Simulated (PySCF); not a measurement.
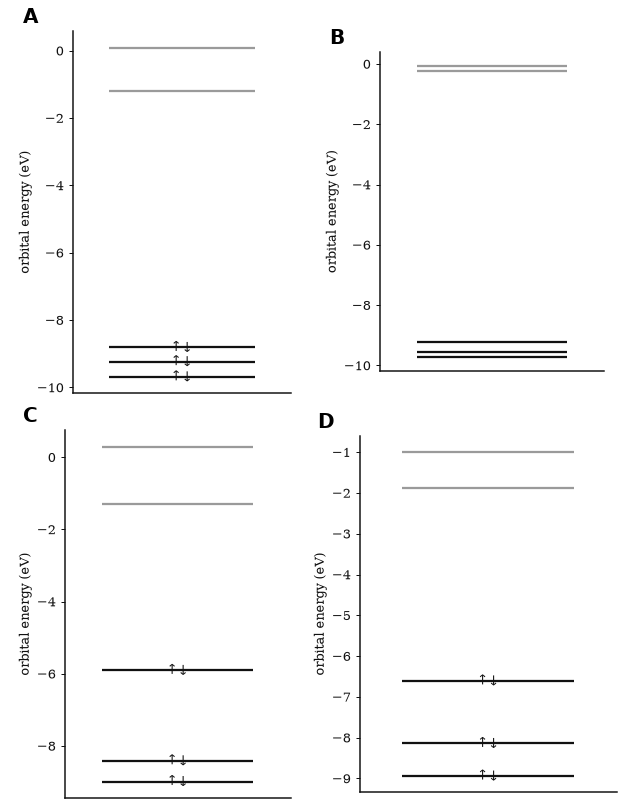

Kohn-Sham orbital energies near the frontier, PBE0/def2-SVPD with PySCF 2.14.0, at a GFN2-xTB geometry (no frequency check), isolated molecule; empty levels in grey, levels within 0.03 eV side by side.

Question: Which panel belongs to which molecule?
1. C₄H₁₀AlN, SMILES [AlH2][N]1CCCC1, singlet
2. C₂H₆O₅S₂, SMILES CS(=O)(=O)CS(=O)(=O)O
3. C₆H₉N₃, SMILES CCc1ncc(C)nn1
4. C₃H₅BF₂O₂S, SMILES O=S1(=O)CC[C@@H]1B(F)F

Answer: A: 4 (HOMO −8.81 eV, LUMO −1.18 eV)
B: 2 (HOMO −9.21 eV, LUMO −0.22 eV)
C: 1 (HOMO −5.91 eV, LUMO −1.30 eV)
D: 3 (HOMO −6.61 eV, LUMO −1.87 eV)

Limits of at least one run: empty levels above zero depend strongly on the basis; one conformer of a flexible molecule; the tight-binding geometry is rougher than a DFT one and adds to the error.
